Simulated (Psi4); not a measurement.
**UMP3/def2-SVP (core potential) run of InNH2Cl (SMILES [NH2][In][Cl])**

Aim: the vertical ionisation energy of InNH2Cl at UMP3/def2-SVP (core potential), from 2 runs. 

Program for the calculation: Psi4 1.11.

4 further runs of the same task are left out: 3 that didn't finish, 1 set aside as unsound or not needed.

### Step 1. Starting point

The species is InNH2Cl (5 atoms), meant as a doublet with charge 0. SMILES: `[NH2][In][Cl]`. Geometry: relaxed at PBE0-D4/def2-TZVP. This is one conformer, not always the lowest.

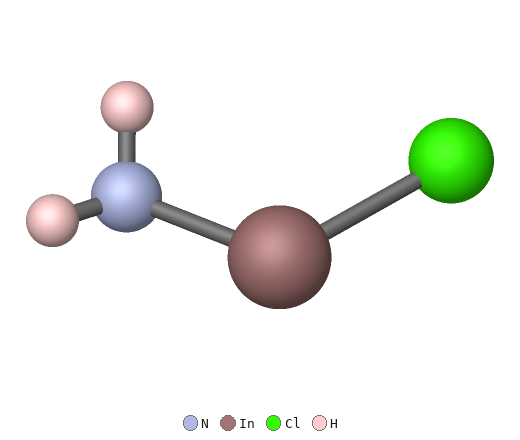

Viewed from a chosen angle; nitrogen light blue, indium brown, chlorine green, hydrogen pink.

### Step 2. A single-point energy at UMP3/def2-SVP (core potential)

The input, job.json:

```json
{
 "schema_name": "qcschema_input",
 "schema_version": 1,
 "molecule": {
  "schema_name": "qcschema_molecule",
  "schema_version": 2,
  "symbols": ["N", "In", "Cl", "H", "H"],
  "geometry": [-0.26947495, 1.52803254, -0.93333573, -0.77781127, -2.30130847, -0.28969501, 2.6295539, -4.17912932, 1.925064, -1.88915921, 2.4260304, -1.42995576, 0.40118886, 2.38710204, 0.64968784],
  "molecular_charge": 0,
  "molecular_multiplicity": 2,
  "fix_symmetry": "c1"
 },
 "driver": "energy",
 "model": {
  "method": "mp3",
  "basis": "def2-SVP"
 },
 "keywords": {
  "reference": "uhf",
  "puream": true,
  "e_convergence": 1e-09,
  "d_convergence": 1e-08,
  "scf_type": "pk",
  "num_frozen_docc": 10,
  "maxiter": 100,
  "mp_type": "conv"
 }
}
```

Started as:

```console
$ psi4 --qcschema job.json -n 1 --memory 2200MB
```

stdout (excerpt; [...] marks lines left out):

```text
[...]
    !!!  WARNING: ECP capability is in beta. Please check occupations closely.  !!!
[...]
  Running in c1 symmetry.
[...]
  Nuclear repulsion =  154.716518858565308
[...]
  Multiplicity = 2
[...]
  Nalpha       = 24
  Nbeta        = 23
[...]
    Number of basis functions: 68
[...]
   @UHF iter   1:  -704.00624820176097   -1.52583e+00   8.08721e-03 ADIIS/DIIS
[...]
   @UHF iter  17:  -704.17456298802574   -2.84217e-12   4.89824e-09 DIIS
[...]
   @S^2 Observed:                7.704485812E-01
[...]
    Orbital Energies [Eh]
    ---------------------
    Alpha Occupied:
       1A   -104.745952     2A    -15.552357     3A    -10.507932
       4A     -7.984026     5A     -7.979918     6A     -7.979864
       7A     -5.409211     8A     -3.667275     9A     -3.663854
      10A     -3.659847    11A     -1.123915    12A     -1.077923
      13A     -1.052059    14A     -1.049583    15A     -1.048655
      16A     -1.032721    17A     -1.004929    18A     -0.633944
      19A     -0.568739    20A     -0.482348    21A     -0.434780
      22A     -0.429105    23A     -0.419872    24A     -0.325575
    Alpha Virtual:
      25A      0.031949    26A      0.100786    27A      0.115649
[...]
  @UHF Final Energy:  -704.17456298802574
   => Energetics <=
    Nuclear Repulsion Energy =            154.7165188585653084
    One-Electron Energy =               -1354.6590009449341778
    Two-Electron Energy =                 495.7679190983431567
    Total Energy =                       -704.1745629880258548
  UHF NO Occupations:
  HONO-2 :   22  A 1.9991145
  HONO-1 :   23  A 1.9913654
[...]
 Multipole Moments:
 ------------------------------------------------------------------------------------
     Multipole            Electronic (a.u.)      Nuclear  (a.u.)        Total (a.u.)
 ------------------------------------------------------------------------------------
 L = 1.  Multiply by 2.5417464519 to convert [e a0] to [Debye]
 Dipole X            :        -27.1145144           25.7573825           -1.3571319
 Dipole Y            :         -4.5705660            5.0215680            0.4510020
 Dipole Z            :        -13.8699798           13.6131491           -0.2568307
 Magnitude           :                                                    1.4529872
[...]
	SCS-MP2 Total Energy (a.u.)        :  -704.53660364491998
	SOS-MP2 Total Energy (a.u.)        :  -704.53108443808924
[...]
	SOS-PI-MP2 Total Energy (a.u.)     :  -704.55850916501720
[...]
	MP2 Total Energy (a.u.)            :  -704.54764205858169
[...]
	SCS-MP3 Total Energy (a.u.)        :  -704.54177593399913
[...]
	MP3 Total Energy (a.u.)            :  -704.56833121489808
[...]
```

The result, in JSON:

```text
{
 "driver": "energy",
 "model": {
  "method": "mp3",
  "basis": "def2-SVP"
 },
 "success": true,
 "return_result": -704.5683312148981,
 "properties": {
  "calcinfo_nbasis": 68,
  "calcinfo_nmo": 68,
  "calcinfo_nalpha": 24,
  "calcinfo_nbeta": 23,
  "calcinfo_natom": 5,
  "nuclear_repulsion_energy": 154.7165188585653,
  "return_energy": -704.5683312148981,
  "scf_one_electron_energy": -1354.6590009449342,
  "scf_two_electron_energy": 495.76791909834316,
  "scf_dipole_moment": [-1.3571318896208808, 0.451001973140734, -0.2568306588697773],
  "scf_total_energy": -704.1745629880257,
  "scf_iterations": 17,
  "mp2_same_spin_correlation_energy": -0.09883180127633127,
  "mp2_opposite_spin_correlation_energy": -0.2742472692795989,
  "mp2_singles_energy": 0.0,
  "mp2_doubles_energy": -0.3730790705559302,
  "mp2_correlation_energy": -0.3730790705559457,
  "mp2_total_energy": -704.5476420585817
 }
}
```

Run time: 15 s. Hardware: 1 thread of Intel Xeon at 2.50GHz (Skylake/Cascade Lake), shared host; peak memory 0.34 GiB.

### Step 3. The singlet cation at the same level

The input, calc.in:

```
memory 2200 mb

molecule mol {
  1 1
  N     -0.142600     0.808600    -0.493900
  In    -0.411600    -1.217800    -0.153300
  Cl     1.391500    -2.211500     1.018700
  H     -0.999700     1.283800    -0.756700
  H      0.212300     1.263200     0.343800
  symmetry c1
  no_reorient
  no_com
}

set {
  reference       rhf
  puream          true
  e_convergence   1e-09
  d_convergence   1e-08
  scf_type        pk
  num_frozen_docc 10
  mp_type         conv
}

e_tot, wfn = energy("mp3/def2-SVP", return_wfn=True)
```

Started as:

```console
$ psi4 calc.in calc.out -n 1
```

calc.out (excerpt; [...] marks lines left out):

```text
[...]
    !!!  WARNING: ECP capability is in beta. Please check occupations closely.  !!!
[...]
  Running in c1 symmetry.
[...]
  Nuclear repulsion =  154.716518533842418
[...]
  Multiplicity = 1
[...]
  Nalpha       = 23
  Nbeta        = 23
[...]
    Number of basis functions: 68
[...]
   @RHF iter   1:  -703.67135123635671   -1.17521e+00   7.86253e-03 ADIIS/DIIS
[...]
   @RHF iter  14:  -703.87187856386208   -1.01181e-11   7.33912e-09 DIIS
[...]
    Orbital Energies [Eh]
    ---------------------
    Doubly Occupied:
       1A   -104.975422     2A    -15.791746     3A    -10.735156
       4A     -8.209437     5A     -8.206592     6A     -8.206538
       7A     -5.682571     8A     -3.940801     9A     -3.939847
      10A     -3.933677    11A     -1.356350    12A     -1.333909
      13A     -1.326220    14A     -1.323755    15A     -1.319326
      16A     -1.279135    17A     -1.225116    18A     -0.852478
      19A     -0.768564    20A     -0.679354    21A     -0.635700
      22A     -0.632794    23A     -0.606577
[...]
  @RHF Final Energy:  -703.87187856386208
   => Energetics <=
    Nuclear Repulsion Energy =            154.7165185338424180
    One-Electron Energy =               -1343.2546655400622058
    Two-Electron Energy =                 484.6662684423577048
    Total Energy =                       -703.8718785638620830
[...]
 Multipole Moments:
 ------------------------------------------------------------------------------------
     Multipole            Electronic (a.u.)      Nuclear  (a.u.)        Total (a.u.)
 ------------------------------------------------------------------------------------
 L = 1.  Multiply by 2.5417464519 to convert [e a0] to [Debye]
 Dipole X            :        -27.0537938           24.9940847           -2.0597091
 Dipole Y            :        101.9911119         -103.8633163           -1.8722044
 Dipole Z            :        -19.8877931           19.3288747           -0.5589184
 Magnitude           :                                                    2.8390035
[...]
	SCS-MP2 Total Energy (a.u.)        :  -704.24391084128774
	SOS-MP2 Total Energy (a.u.)        :  -704.23932697507735
[...]
	SOS-PI-MP2 Total Energy (a.u.)     :  -704.26759223747854
[...]
	MP2 Total Energy (a.u.)            :  -704.25307857370865
[...]
	SCS-MP3 Total Energy (a.u.)        :  -704.24839299745042
[...]
	MP3 Total Energy (a.u.)            :  -704.27100719835926
[...]
```

Wall time 12 s (1 thread of Intel Xeon at 2.50GHz (Skylake/Cascade Lake), shared host); peak memory 0.33 GiB.

### Step 4. Outcome

Level: UMP3/def2-SVP (core potential), 10 core orbitals frozen.

| quantity | value |
| --- | --- |
| doublet InNH2Cl: total energy | -704.56833 Eh |
| doublet InNH2Cl: HOMO energy (Hartree–Fock orbitals) (highest over α and β) | -8.86 eV |
| doublet InNH2Cl: LUMO energy (Hartree–Fock orbitals) (lowest over α and β) | -0.06 eV |
| doublet InNH2Cl: correlation energy (10 core orbitals frozen) | -393.8 mEh |
| doublet InNH2Cl: ⟨S²⟩ of the reference determinant | 0.770 |
| singlet cation: total energy | -704.27101 Eh |
| singlet cation: HOMO energy (Hartree–Fock orbitals) | -16.51 eV |
| singlet cation: LUMO energy (Hartree–Fock orbitals) | -7.56 eV |
| singlet cation: HOMO–LUMO gap (Hartree–Fock orbitals) | 8.94 eV |
| singlet cation: correlation energy (10 core orbitals frozen) | -399.1 mEh |
| vertical ionisation energy (to the singlet cation) | 8.091 eV |

**Reading.** Removing an electron at fixed nuclei costs 8.09 eV (187 kcal/mol). Only the singlet of the ionised species was computed; a triplet could lie lower.
